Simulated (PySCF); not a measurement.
Bi(Cl)(Et)2, SMILES C[CH2][Bi]([Cl])[CH2]C (C4H10BiCl) at its GFN2-xTB optimised geometry (Å):

```
16

Bi    -1.3760    -0.9890     0.0000
Cl    -1.4828    -1.1202    -2.5011
C      0.9011    -0.9890     0.0000
C      1.4731    -2.3851     0.1670
H      1.2306    -0.3378     0.8049
H      1.2181    -0.5618    -0.9440
H      1.1411    -3.0317    -0.6421
H      1.1598    -2.8272     1.1115
H      2.5629    -2.3594     0.1524
C     -1.5394     1.2866     0.0000
C     -0.5685     1.9546    -0.9516
H     -1.3700     1.6175     1.0218
H     -2.5629     1.5271    -0.2722
H     -0.6994     1.5643    -1.9575
H      0.4582     1.7759    -0.6433
H     -0.7335     3.0317    -0.9784
```

Calculation: PBE0/def2-TZVP, def2 effective core potentials past Kr (PySCF 2.14.0). The core electrons that the potentials of Bi replace are not part of the density.

Map of the electrostatic potential (hartree/e), clipped to [-0.08, 0.12] on the plane z = 1.0 Å:

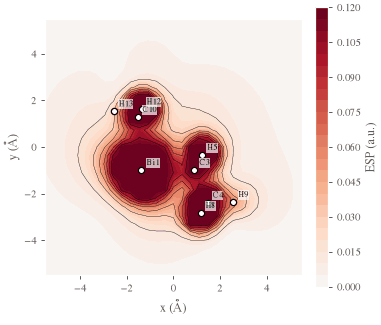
Fig. 1. Electrostatic potential (hartree/e), clipped to [-0.08, 0.12] on the plane z = 1.0 Å.
